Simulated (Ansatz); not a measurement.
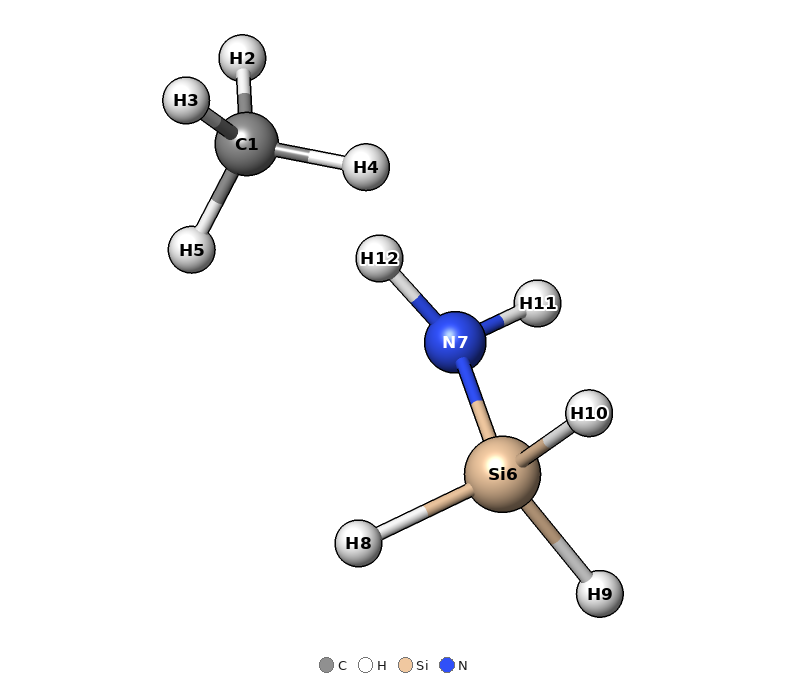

Sticks follow a distance rule. Harmonic vibrations computed with RKS PBE0-D4/def2-TZVP (Ansatz 0.2.0) at a stationary point of the same level.

How many imaginary frequencies does it have?

A minimum: no imaginary frequency, and the lowest mode lies at 34 cm⁻¹.

List the wavenumbers.

30 modes: 34, 52, 70, 74, 90, 120, 190, 402, 626, 703, 853, 918, 926, 975, 985, 1326, 1328, 1330, 1551, 1553, 1584, 2173, 2228, 2231, 3043, 3160, 3164, 3169, 3602, 3694 cm⁻¹.
